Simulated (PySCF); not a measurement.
```xyz
18

C     2.5066    1.7424   -2.6699
C     1.4572    1.1521   -1.8709
C     0.5795    0.6724   -1.1984
Si   -0.7495   -0.1212   -0.1917
C    -0.1013   -1.5447    0.8087
Si   -1.0702   -2.5679    2.0306
C    -1.3616    1.2597    1.0132
F    -2.3729    0.7790    1.8209
H     2.7733    2.7206   -2.2702
H     3.3881    1.1017   -2.6575
H     2.1691    1.8607   -3.6994
H    -1.8872   -0.4843   -1.0494
H     0.9520   -1.7702    0.7053
H    -1.1697   -1.8635    3.3145
H    -2.4127   -2.8267    1.5058
H    -0.3611   -3.8361    2.2398
H    -1.7746    2.1168    0.4760
H    -0.5737    1.6155    1.6811
```

Geometry: GFN2-xTB.

Theory: PySCF 2.14.0, density-fitted response routines, UKS B3LYP, pcH-1 on C F H Si, non-relativistic, mean-field spin-orbit, GIAO.

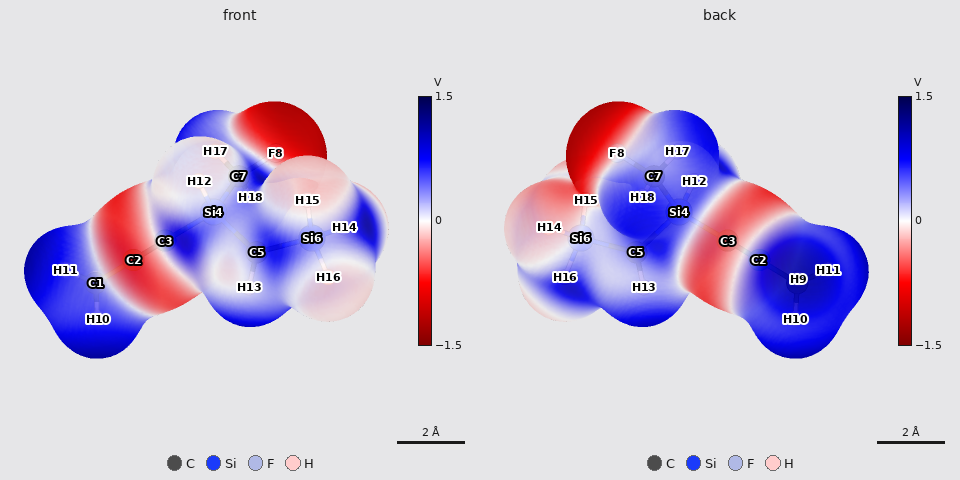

C5H10FSi2 (doublet). The electrostatic potential painted on the density surface at 0.002 e/bohr³, seen from the front and from behind; red is negative and blue positive.

Q: Describe the electrostatic potential map.

A: The most negative region (about −1.2 V, or −28 kcal/mol for a unit charge) lies over F8, the most positive (about +1.1 V, or +25 kcal/mol for a unit charge) over the H and Si atoms.
